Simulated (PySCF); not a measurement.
```yaml
atoms:
  - { symbol: Ga, position_ang: [0.0000, 0.0000, -0.0242] }
  - { symbol: H, position_ang: [0.0000, 0.0000, 1.6578] }
```

The calculation used PBE0/cc-pVTZ(-PP), non-relativistic Hamiltonian with scalar-relativistic core potentials where named, at a bond length of 1.682 Å in PySCF 2.14.0.

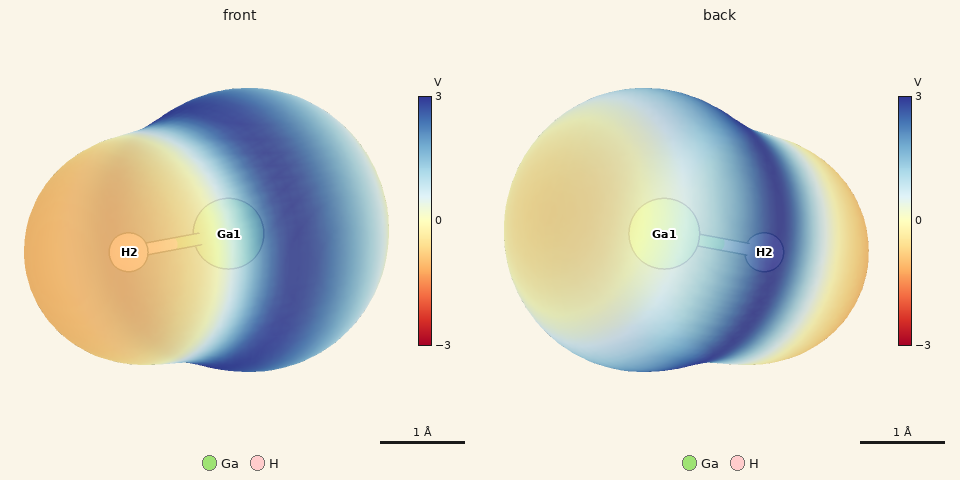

GaH. The electrostatic potential painted on the density surface at 0.004 e/bohr³, seen from the front and from behind; the colour scale runs from red (negative) to blue (positive).

Describe the electrostatic potential map.

Answer. The most negative region (about −1.0 V) lies over H2, the most positive (about +2.9 V) over Ga1.
